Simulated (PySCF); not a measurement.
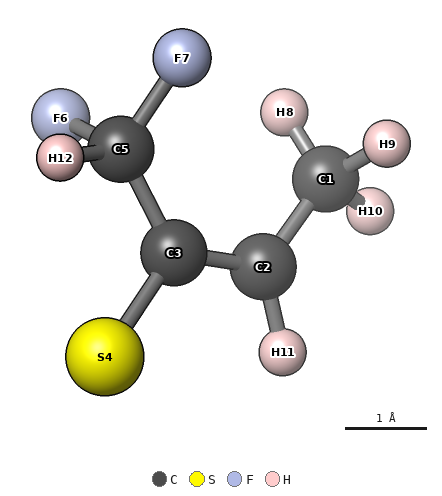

Fig. 1: The input geometry of the first run (ball-and-stick view, seen at a tilt; atoms are numbered from 1 in the order of the input).

## What a change does: NMR shielding calculation on C4H5F2S

System: C4H5F2S, charge −1.
Method of the first run: GIAO PBE0/pcSseg-1 NMR shielding, non-relativistic, gas phase (PySCF 2.14.0).

The geometry comes from this level: GFN2-xTB, MD frame at 250 fs, 300 K. Text and figures count atoms from 1; the logs count them from 0 in places.

**The input, the first run**
```
{"job": {"kind": "nmr", "xc": "PBE0", "basis": "pcSseg-1", "pop": false}, "charge": -1, "multiplicity": 1}
C     -1.915800    -0.318000     0.228900
C     -1.097200     0.778000    -0.226600
C      0.251700     0.851100    -0.030100
S      1.209800     2.206500    -0.467900
C      1.047200    -0.267000     0.447300
F      1.247200    -1.257900    -0.551300
F      0.579500    -1.043900     1.486600
H     -1.537700    -1.281800     0.130000
H     -2.268400    -0.290900     1.246800
H     -2.814600    -0.294600    -0.354400
H     -1.501200     1.643500    -0.777100
H      2.069300     0.112400     0.692000
```

The first line tells a small driver script what to run in PySCF; the rest is the geometry in Å.

Launched with:
```bash
OMP_NUM_THREADS=1 python <driver script> task.json out
```

Hardware: 1 CPU thread, shared host.

**Output (the first run)**
```
coarse grid: 11240 points
cycle   1  E = -752.5726640749  dE =  8.770e-01  |g| = 7.736e-01  |ddm| = 3.252e+00
cycle   2  E = -752.5011897084  dE =  7.147e-02  |g| = 1.057e+00  |ddm| = 1.781e+00
cycle   3  E = -752.6987738118  dE = -1.976e-01  |g| = 1.269e-01  |ddm| = 9.765e-01
cycle   4  E = -752.7022532297  dE = -3.479e-03  |g| = 4.707e-02  |ddm| = 2.122e-01
cycle   5  E = -752.7027505234  dE = -4.973e-04  |g| = 1.613e-02  |ddm| = 8.538e-02
cycle   6  E = -752.7028205090  dE = -6.999e-05  |g| = 4.952e-03  |ddm| = 2.942e-02
cycle   7  E = -752.7028252322  dE = -4.723e-06  |g| = 2.334e-03  |ddm| = 7.094e-03
final grid: 106648 points
cycle   8  E = -752.7600739362  dE = -3.208e-05  |g| = 9.597e-03  |ddm| = 2.742e-02
cycle   9  E = -752.7600408390  dE =  3.310e-05  |g| = 1.539e-02  |ddm| = 2.535e-02
cycle  10  E = -752.7600948435  dE = -5.400e-05  |g| = 9.023e-04  |ddm| = 1.779e-02
cycle  11  E = -752.7600950263  dE = -1.828e-07  |g| = 2.956e-04  |ddm| = 1.536e-03
cycle  12  E = -752.7600950455  dE = -1.916e-08  |g| = 8.889e-05  |ddm| = 3.533e-04
cycle  13  E = -752.7600950465  dE = -1.006e-09  |g| = 5.236e-05  |ddm| = 1.350e-04
cycle  14  E = -752.7600950473  dE = -7.858e-10  |g| = 8.000e-06  |ddm| = 7.286e-05
converged SCF energy = -752.7600950473

GIAO shielding tensors (ppm)
atom      isotropic    diamagn.    paramagn.     s11        s22        s33       span
  0 C      178.574     243.734     -65.161    161.237    179.936    194.548     33.312
  1 C       73.083     250.811    -177.728    -41.360    123.354    137.256    178.616
  2 C       17.525     258.319    -240.794    -99.347     17.192    134.730    234.077
  3 S      369.929    1057.610    -687.680    217.593    392.117    500.079    282.486
  4 C       51.557     234.997    -183.441     39.509     52.415     62.747     23.238
  5 F      282.571     476.991    -194.420    157.284    327.270    363.160    205.876
  6 F      296.345     476.250    -179.905    214.011    317.853    357.170    143.159
  7 H       30.759      31.582      -0.822     26.321     31.334     34.622      8.301
  8 H       30.494      29.074       1.420     26.336     27.862     37.284     10.948
  9 H       31.211      28.936       2.275     26.408     29.551     37.672     11.264
 10 H       25.258      31.942      -6.684     21.373     25.530     28.870      7.497
 11 H       24.124      27.657      -3.533     19.295     24.107     28.970      9.675
```

The input of the second run differs as follows (lines with − go, lines with + come):
```diff
-C     -1.915800    -0.318000     0.228900
-C     -1.097200     0.778000    -0.226600
-C      0.251700     0.851100    -0.030100
-S      1.209800     2.206500    -0.467900
-C      1.047200    -0.267000     0.447300
-F      1.247200    -1.257900    -0.551300
-F      0.579500    -1.043900     1.486600
-H     -1.537700    -1.281800     0.130000
-H     -2.268400    -0.290900     1.246800
-H     -2.814600    -0.294600    -0.354400
-H     -1.501200     1.643500    -0.777100
-H      2.069300     0.112400     0.692000
+C     -2.111800    -0.918900     1.178100
+C     -1.278700     0.328600     0.813200
+C     -0.005800     0.407500     0.375800
+S      0.876800     1.890600     0.066700
+C      0.746000    -0.889600    -0.100700
+F      0.124200    -1.633600    -1.037600
+F      1.107500    -1.786000     0.907100
+H     -1.963400    -1.152300     2.247600
+H     -3.123000    -0.625000     1.185900
+H     -1.809900    -1.767700     0.549200
+H     -1.729000     1.292300     1.172600
+H      1.733900    -0.567600    -0.504800
```

Predict how the results change.

With the same method and basis, the second run lies 1.2 kcal/mol lower. The LUMO goes from 4.27 to 4.65 eV. Of all shieldings, the largest change is that of S4, by +30.7 ppm. The SCF takes 13 iterations against 14.

**Output (the second run)**
```
coarse grid: 11240 points
cycle   1  E = -752.5763223628  dE =  6.396e-01  |g| = 7.601e-01  |ddm| = 3.180e+00
cycle   2  E = -752.5016643912  dE =  7.466e-02  |g| = 1.044e+00  |ddm| = 1.746e+00
cycle   3  E = -752.6997235933  dE = -1.981e-01  |g| = 1.191e-01  |ddm| = 9.788e-01
cycle   4  E = -752.7028049157  dE = -3.081e-03  |g| = 4.970e-02  |ddm| = 2.194e-01
cycle   5  E = -752.7034056041  dE = -6.007e-04  |g| = 1.645e-02  |ddm| = 8.819e-02
cycle   6  E = -752.7034785926  dE = -7.299e-05  |g| = 4.026e-03  |ddm| = 2.718e-02
cycle   7  E = -752.7034811951  dE = -2.602e-06  |g| = 2.126e-03  |ddm| = 5.916e-03
final grid: 106648 points
cycle   8  E = -752.7620483732  dE = -2.912e-05  |g| = 9.028e-03  |ddm| = 2.581e-02
cycle   9  E = -752.7620200286  dE =  2.834e-05  |g| = 1.429e-02  |ddm| = 2.349e-02
cycle  10  E = -752.7620667579  dE = -4.673e-05  |g| = 9.364e-04  |ddm| = 1.659e-02
cycle  11  E = -752.7620669640  dE = -2.061e-07  |g| = 2.946e-04  |ddm| = 1.484e-03
cycle  12  E = -752.7620669842  dE = -2.019e-08  |g| = 6.587e-05  |ddm| = 2.887e-04
cycle  13  E = -752.7620669848  dE = -6.814e-10  |g| = 3.082e-05  |ddm| = 8.312e-05
converged SCF energy = -752.7620669848

GIAO shielding tensors (ppm)
atom      isotropic    diamagn.    paramagn.     s11        s22        s33       span
  0 C      168.932     246.650     -77.718    150.458    167.219    189.120     38.662
  1 C       72.269     251.367    -179.097    -24.463    110.734    130.537    155.000
  2 C       15.622     257.528    -241.906    -90.564     22.504    114.925    205.489
  3 S      400.590    1058.044    -657.454    238.081    351.883    611.808    373.727
  4 C       48.760     239.112    -190.352     29.060     57.286     59.934     30.874
  5 F      307.867     474.827    -166.960    223.387    330.784    369.431    146.044
  6 F      297.806     474.723    -176.917    196.447    339.912    357.059    160.612
  7 H       29.685      28.831       0.854     25.427     28.091     35.536     10.109
  8 H       31.088      29.852       1.235     27.003     29.546     36.715      9.712
  9 H       28.945      29.582      -0.637     24.217     30.381     32.235      8.018
 10 H       25.791      31.958      -6.166     21.428     26.594     29.352      7.924
 11 H       24.749      28.609      -3.860     21.552     24.122     28.572      7.020
```

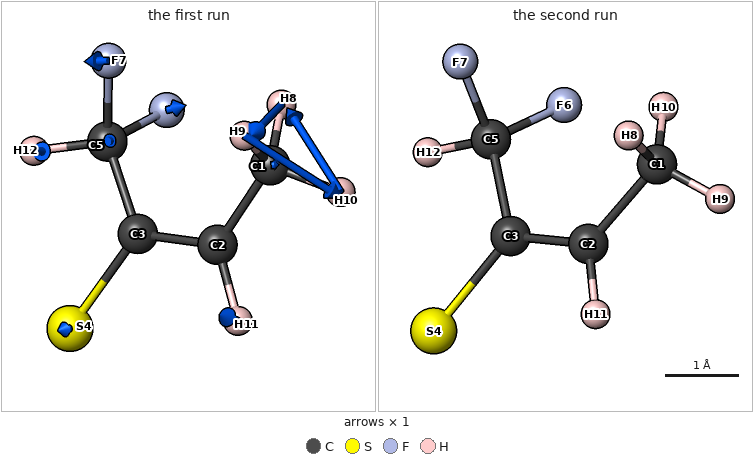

Fig. 2: The two input geometries at one scale (ball-and-stick view, seen at a tilt). The blue arrows on the first give the shifts of the atoms after the best rigid fit, at true length. The atom that moves furthest after the best rigid fit is H9 (1.73 Å). By element the largest moves are H 1.73 Å, F 0.41 Å, S 0.25 Å, C 0.22 Å. Among the contacts that change: C3–C5 1.453 → 1.573 Å, C1–C2 1.442 → 1.544 Å, C5–F6 1.421 → 1.348 Å, C1–H8 1.040 → 1.105 Å.

**The two runs side by side**

| quantity | the first run | the second run |
| --- | --- | --- |
| outcome | converged | converged |
| total energy (hartree) | −752.760095 | −752.762067 |
| HOMO (eV) | −0.20 | −0.22 |
| LUMO (eV) | 4.27 | 4.65 |
| shielding of C1 (ppm) | 178.6 | 168.9 |
| shielding of C3 (ppm) | 17.5 | 15.6 |
| shielding of S4 (ppm) | 369.9 | 400.6 |
| shielding of C5 (ppm) | 51.6 | 48.8 |
| shielding of F6 (ppm) | 282.6 | 307.9 |
| shielding of F7 (ppm) | 296.3 | 297.8 |
| shielding of H10 (ppm) | 31.2 | 28.9 |
| SCF iterations | 14 | 13 |
| basis functions | 151 | 151 |
| wall time (shared host) | 23 s | 21 s |
